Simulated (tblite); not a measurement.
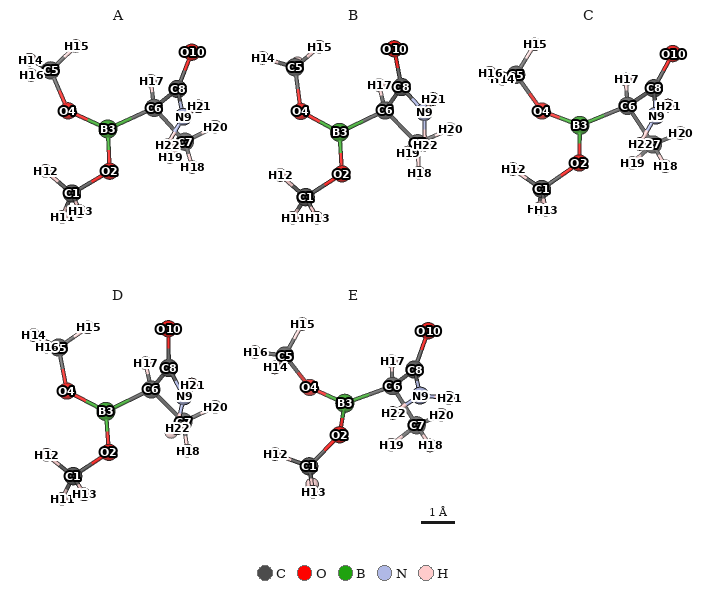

5 geometries from one relaxation of C₅H₁₂BNO₃, in shuffled order. A ball-and-stick model, seen at a tilt.

Method: GFN2-xTB geometry optimisation, gas phase in tblite 0.8.0. 

Put them in the order of the run, from the start to the converged end.

Answer. E, C, A, D, B. They are steps 0, 21, 40, 88, 167, at +47.0 kcal/mol, +13.4 kcal/mol, +3.75 kcal/mol, +0.60 kcal/mol relative to the last. After 167 geometry steps the energy has fallen by 47.0 kcal/mol. The atom that moves furthest after the best rigid fit is H16 (1.42 Å). Largest moves by element: H 1.42 Å, O 1.07 Å, C 0.41 Å, N 0.36 Å, B 0.34 Å. Some distances before and after: B3–O4 1.468 → 1.352 Å, O2–B3 1.433 → 1.353 Å, C8–N9 1.418 → 1.353 Å, C8–O10 1.265 → 1.215 Å. Bond angles that change, for instance: B3–O4–C5 111.3° → 124.3°, O4–B3–C6 116.0° → 124.5°, B3–C6–C7 105.3° → 113.4°. Groups turn about O4–C5 by about 120°, B3–O4 by about 100°, C1–O2 by about 45°.
